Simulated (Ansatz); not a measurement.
One stationary structure of BP. Method: r2SCAN (plane waves to 500 eV, PAW, scalar-relativistic; Ansatz, an electronic-structure program).

P6₃mc (No. 186), hP8, AFLOW prototype AB_hP8_186_ab_ab (B5, as in SiC); a = b = 3.199 Å, c = 10.531 Å, α = β = 90.00°, γ = 120.00°.

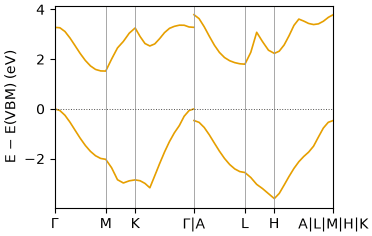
Figure: Highest filled and lowest empty band along the path of this cell's Brillouin zone

Q: Read off the gap and say whether it is direct.

A: 1.52 eV, indirect (valence top at Γ, conduction bottom at M) (no spin-orbit coupling).

Q: How far does the top valence band disperse along this path?

A: About 3.6 eV.

No spin polarisation in the result.

The run could not lose the symmetry of its start.

The first start was generated by placing the elements on the sites of a structure type. Materials Project lists a structure of BP in the same space group, P6₃mc (No. 186); the sites were not compared with it, nor with measured phases. Known forms of BP include space group No. 216.
